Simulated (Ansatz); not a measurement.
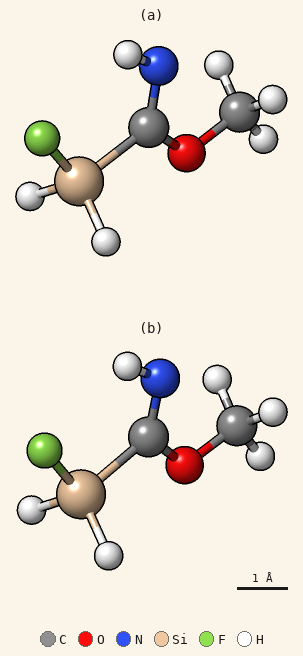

The structure of C2H6FNOSi (coarse preliminary run) before (top) and after (bottom) a relaxation, at one scale.

The picture is a ball-and-stick view, seen from a free direction.

The start comes from a force field.

All numbers below come from RKS PBE-D4/def2-SVP (Ansatz 0.2.0).

Input
```yaml
crystal:
  periodic: [false, false, false]
  atoms:
    - {symbol: C, position_ang: [0.933900, -1.513600, 1.322300]}
    - {symbol: O, position_ang: [0.384100, -1.030700, 0.039600]}
    - {symbol: C, position_ang: [-0.136100, 0.245200, -0.024100]}
    - {symbol: N, position_ang: [-0.039200, 1.011900, 1.038100]}
    - {symbol: Si, position_ang: [-0.767900, 0.834700, -1.718500]}
    - {symbol: F, position_ang: [-1.287400, 2.370200, -1.506100]}
    - {symbol: H, position_ang: [1.267600, -2.493900, 1.196700]}
    - {symbol: H, position_ang: [0.124600, -1.446200, 2.051200]}
    - {symbol: H, position_ang: [1.731300, -0.829400, 1.671200]}
    - {symbol: H, position_ang: [-0.514700, 1.924400, 0.846400]}
    - {symbol: H, position_ang: [-1.927000, 0.017700, -2.151200]}
    - {symbol: H, position_ang: [0.307700, 0.854400, -2.731600]}
basis:
  gaussian: {orbitals: def2-SVP}
hamiltonian: {xc: pbe, dispersion: d4}
relax: {f_tol: 0.03, max_steps: 200}
```

Run as
```bash
ansatz run in.yaml --threads 4 --pin off --events-out ev --progress --plain --max-ram 10444MiB
```

Q: Summarise the run.

A: The energy falls by 5.61 kcal/mol in 6 geometry steps. Largest force component: 3.3 eV/Å at the start, 0.015 eV/Å at the end. The atom that moves furthest after the best rigid fit is H7 (0.11 Å). By element the largest moves are H 0.11 Å, C 0.08 Å, N 0.06 Å, F 0.06 Å, Si 0.05 Å, O 0.05 Å. Near-neighbour distances that change, for instance: C1–H7 1.043 → 1.105 Å, C1–O2 1.477 → 1.434 Å, C3–N4 1.314 → 1.281 Å, O2–C3 1.379 → 1.355 Å. Bond angles that change, for instance: O2–C3–Si5 116.9° → 111.9°, O2–C1–H8 106.5° → 110.8°, O2–C3–N4 118.3° → 122.0°.
